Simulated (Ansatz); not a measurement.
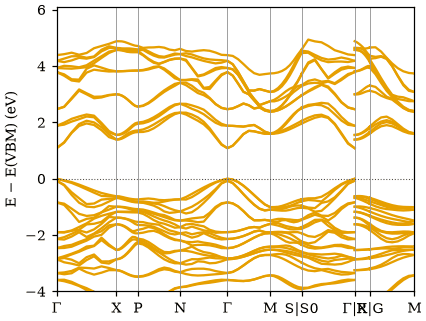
Fig. 1. Band structure from DFT-r²SCAN with spin–orbit coupling in the program Ansatz with PAW potentials

### Question
Read off the gap and where the band edges lie.

### Answer
About 1.1 eV (1.08 eV by a search for the band edges); maximum at Γ, minimum at Γ.

The material is CdIn2Te4 in space group I-4 (No. 82; Cd on 2a, In on 2b, In on 2d, Te on 8g).

The workflow started from a Materials Project entry (that database holds measured and hypothetical structures alike); the Crystallography Open Database files this formula in space group No. 82, but the cells were not matched. Its standing as an ambient phase is unchecked. The r²SCAN relaxation kept the symmetry of its start; its stability against distortions is not shown here.

Potentials: the later of the program's two PAW sets.
